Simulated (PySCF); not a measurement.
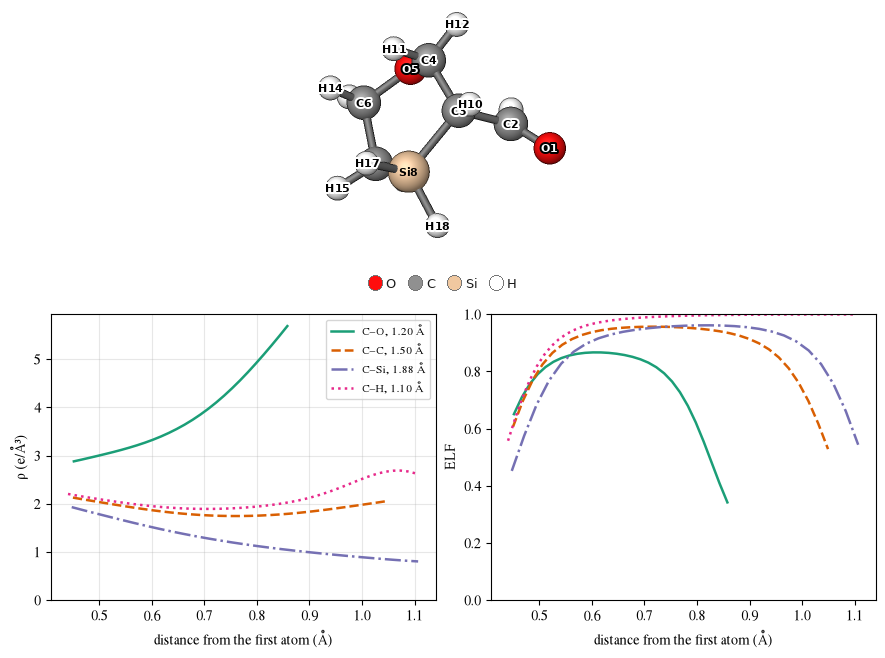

C₅H₁₀O₂Si (SMILES O=C[C@H]1COCC[SiH2]1). Electron density and ELF along straight lines between neighbouring atoms. The curves leave out the atomic cores. The structure is drawn too.

Geometry: PBE0-D3(BJ)/def2-SVP.

All numbers below come from PBE0/pcSseg-1, SCF density, gas phase, non-relativistic (PySCF).

The calculation's input:

```
{"job": {"kind": "nmr", "xc": "PBE0", "basis": "pcSseg-1"}, "charge": 0, "multiplicity": 1}
O      2.999941    -0.924185    -0.890419
C      1.932690    -0.374402    -0.981389
C      1.265246     0.378697     0.129852
C      0.284341     1.438926    -0.396295
O     -0.788067     0.887539    -1.111048
C     -1.776735     0.266711    -0.328546
C     -1.324642    -1.065520     0.274517
Si     0.271415    -0.814061     1.243265
H      1.343611    -0.409260    -1.934993
H      2.054236     0.830524     0.754587
H     -0.084675     2.058108     0.446783
H      0.796343     2.120330    -1.094569
H     -2.638889     0.116445    -0.996402
H     -2.105983     0.955239     0.477665
H     -2.121192    -1.484205     0.910971
H     -1.143811    -1.792124    -0.535669
H     -0.010482    -0.099400     2.528207
H      1.015953    -2.076289     1.516673
```

Run with:

```sh
OMP_NUM_THREADS=1 python probes_run.py task.json out
```

Question: What kind of bonding do the profiles show?

Answer: C–O (1.20 Å): ρ at the midpoint is about 3.3 e/Å³; the ELF peaks at about 0.85 between the atoms: a multiple bond.
C–C (1.50 Å): the density is about 1.7 e/Å³ at the midpoint; the ELF peaks at about 0.95 between the atoms, as expected for a shared electron pair.
C–Si (1.88 Å): ρ at the midpoint is about 0.95 e/Å³; the ELF peaks at about 0.95 between the atoms, as expected for localised, covalent bonding.
C–H (1.10 Å): the density is about 2 e/Å³ at the midpoint; the ELF climbs to about 1 towards the hydrogen, as it does in any bond to H (a covalent bond by its length).
